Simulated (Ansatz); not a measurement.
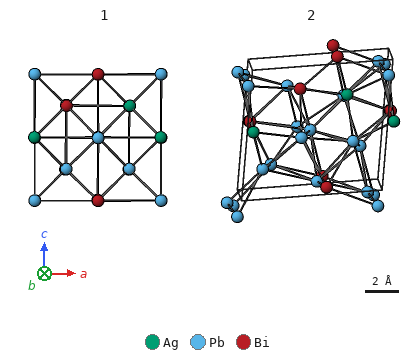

Two geometries of a crystal of Ag$_{2}$Bi$_{3}$Pb$_{11}$ (a generated structure, set up in P1) (coarse preliminary run), drawn at one scale. One is the start of a relaxation, the other its converged end. Style: ball-and-stick. Shown: the cell of the calculation, along the b axis.

Theory: DFT PBEsol, scalar-relativistic, plane waves, PAW (Ansatz 0.2.0). (plane-wave cutoff 420 eV; k-point mesh 2 × 2 × 2; occupations gaussian; smearing width 0.1 eV; mesh shifted by (0.5, 0.5, 0.5); no spin polarisation; cell and atoms relaxed; force threshold 0.04 eV/Å; at most 50 steps)

Which one is relaxed?

Answer. Structure 2 is the relaxed one. Case: elements placed on the bcc lattice at random. A Pb atom moves most relative to the cell: 1.16 Å along [−2 1 −1]. By element the largest moves are Pb 1.16 Å, Bi 1.14 Å, Ag 0.68 Å. The drawn cell changes as follows: a 7.865 → 8.772 Å (+11.5 %), b 7.865 → 6.559 Å (−16.6 %), c 7.865 → 8.185 Å (+4.1 %), α 90.0° → 79.4°, β 90.0° → 81.1°, γ 90.0° → 93.6°; the volume changes by −6.5 %. Some distances before and after: Bi–Pb 5.575 → 3.343 Å, Pb–Pb 5.529 → 3.377 Å, Ag–Bi 3.927 → 5.951 Å, Bi–Pb 5.541 → 3.811 Å. Bond angles that change, for instance: Pb–Pb–Bi 179.4° → 113.8°, Pb–Bi–Pb 178.8° → 114.1°, Pb–Pb–Pb 179.2° → 114.5°. The space group stays P1 (No. 1). After 32 accepted moves (36 points after the start) the energy has fallen by 106 meV per atom. Largest force component: 0.31 eV/Å at the start, 0.033 eV/Å at the end. The pressure goes from −2.76 to −0.01 GPa. The line search rejected the trial steps at points 8, 31 of the run. At 2 points the geometry stayed and the basis and grid were re-selected for the new cell (energy shift of 1.5 meV per atom at most each time).

Limits of the set-up: the k-point mesh is coarse for a cell with partly filled bands.
